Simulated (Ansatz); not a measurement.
The compound is WCl2 (1T sheet).

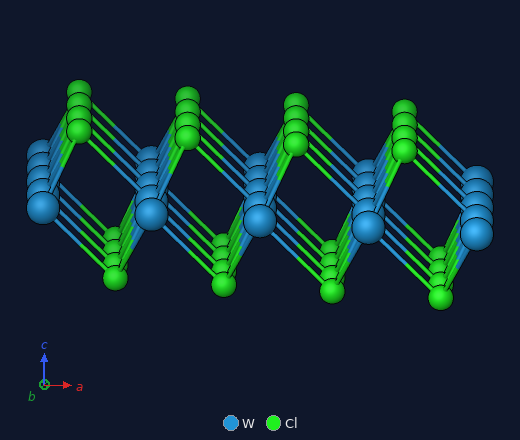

The structure (tungsten blue, chlorine green). 4×4×1 cells are drawn. Some periodic images of atoms are drawn too.

The cell holds 3 atoms: 1 W and 2 Cl. Cell: a = 3.069 Å, b = 3.069 Å, c = 30.112 Å, α = 90.0°, β = 90.0°, γ = 120.0°. Vacuum lies along c.

```xyz
3
Lattice="0.0000 2.1701 2.1701 2.1701 -2.1701 0.0000 17.3850 17.3850 -17.3850" Properties=species:S:1:pos:R:3
W     5.5298    5.5298   -5.5298
Cl    7.9739    5.8038   -5.8038
Cl    5.2559    5.2559   -3.0857
```

The structure was relaxed with PBEsol. The structure was generated from a model, not taken from a measurement. The runs that relaxed it are not among those shown. The program's search for lower electronic states was switched off, so nothing shows that the state found is the lowest. Spin-orbit coupling is left out unless a run names it. PAW set soft_2, made with PBE.

A constrained-RPA run (Ansatz 0.2.0; non-magnetic PBEsol; W d + anion p, bands v8 to c3, 6×6×1 mesh, medium accuracy) builds 11 functions on bands 12 eV wide, with 16.0 electrons in the window. The bare on-site interaction is 12.0 eV and the bare J 0.45 eV.

Estimate U, U′ and J.

On the W d shell, U = 5.02 eV (42 % of the bare value), U′ = 4.31 eV, J = 0.33 eV.

The parent state is non-magnetic and the interaction static (zero frequency); U depends on the window and the orbitals, so it belongs to this model alone. Spin-orbit coupling, which is strong for atoms this heavy, is left out. A window that holds the anion p bands defines a model with explicit ligands; its U belongs to that model and is not the U of DFT+U.

[Paths, hosts, dates, memory and timing lines, banners, echoed tables and standing remarks are left out of the program output.]

[Logs are printed without paths, hosts, clocks, repeated set-up lines and the standing remarks that a program may print on its own settings, such as how far it seeks lower states.]

[Runs of the session that timed out or met a known fault of the program may be left out.]

[Hosts, paths, dates, database ids (printed as entryN), source tags and the programs' standing remarks are cut or masked in the printed files.]
